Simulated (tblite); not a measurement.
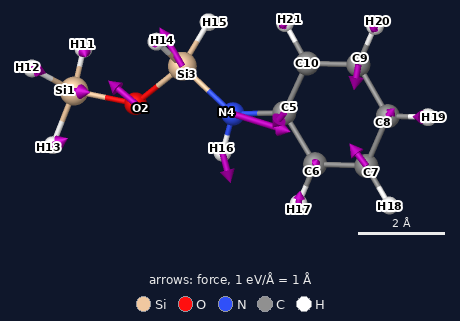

Starting geometry of C6H11NOSi2 with the computed forces as purple arrows. A ball-and-stick model, seen at a tilt.

Theory: tblite, GFN2-xTB geometry optimisation, gas phase. 

Question: Is this structure relaxed? If not, where do the atoms go?

Answer: It isn't relaxed: the largest force vector, on N4, is 1.61 eV/Å. The final displacements have little in common with the starting forces (cosine between the two patterns 0.28). H13 moves most after the best rigid fit: 0.39 Å. Largest moves by element: H 0.39 Å, O 0.25 Å, Si 0.15 Å, C 0.14 Å, N 0.10 Å. Near-neighbour distances that change, for instance: Si1–O2 1.667 → 1.618 Å, Si3–N4 1.689 → 1.721 Å, N4–C5 1.408 → 1.377 Å, O2–Si3 1.645 → 1.620 Å. Among the angles between lasting bonds that change: Si1–O2–Si3 136.4° → 148.9°, Si3–N4–C5 136.5° → 128.2°, Si3–N4–H16 110.1° → 118.1°. The energy falls by 24.8 kJ/mol in 44 geometry steps. The run took 0.48 s on 1 thread of Arm Neoverse V1 (shared host).
